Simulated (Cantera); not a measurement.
Input: 1 mol Pb, 0.11 mol H2O, 58 mol N2, at 948.15 K.

These are equilibrium values from Cantera (NASA tables, ideal gas, pure condensed phases), not measurements of a reactor. Candidate condensed phases: H2O, Pb, PbO, PbO2, Pb3O4; 27 gas species. Equilibrium is a limit: real reactors are often held back by kinetics, nucleation or transport.

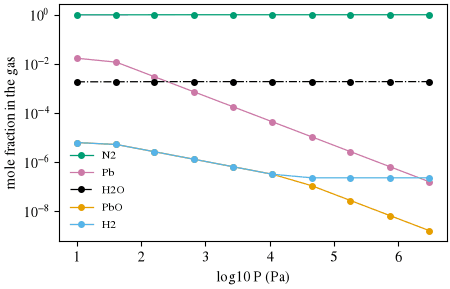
Figure: Equilibrium gas composition (values under 1e-9 drawn at 1e-9)

### Question
Read off the mole fractions at 30.0 bar.

### Answer
N2 about 1.00, H2O about 0.0019, H2 about 2.3e-7, Pb about 1.6e-7.
